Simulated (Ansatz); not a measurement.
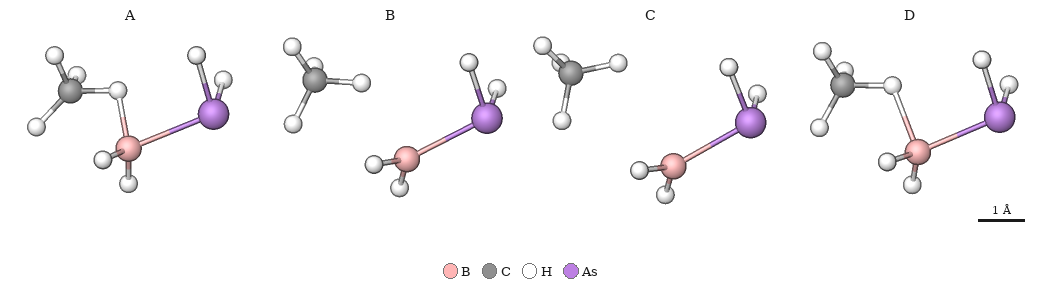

4 geometries from one relaxation of CH₈AsB (started from a transition state, displaced along its imaginary mode), in shuffled order. Style: ball-and-stick. Shown at a tilt.

Theory: RKS PBE0-D4/def2-TZVP (Ansatz). (force threshold 0.005 eV/Å; at most 200 steps)

**Order the frames from highest to lowest energy.**

A, D, B, C. They are steps 0, 4, 7, 18, at +49.3 kJ/mol, +15.9 kJ/mol, +3.73 kJ/mol relative to the last. The atom that moves furthest after the best rigid fit is an H atom (0.88 Å). Largest moves by element: H 0.88 Å, B 0.73 Å, C 0.63 Å, As 0.46 Å. Among the contacts that change: B–H 1.374 → 2.794 Å, B–C 1.953 → 3.310 Å, As–H 2.311 → 3.463 Å, As–B 2.062 → 1.983 Å. Bonds break, among them: B–H (1.37 → 2.79 Å). Among the angles between lasting bonds that change: H–C–H 132.0° → 110.0°, H–C–H 97.4° → 109.2°, H–C–H 97.9° → 109.3°. The energy falls by 49.3 kJ/mol in 18 geometry steps. Largest force component: 1.8 eV/Å at the start, 0.0022 eV/Å at the end. The run took 37 s on 4 threads of Arm Neoverse V2, on a shared host.
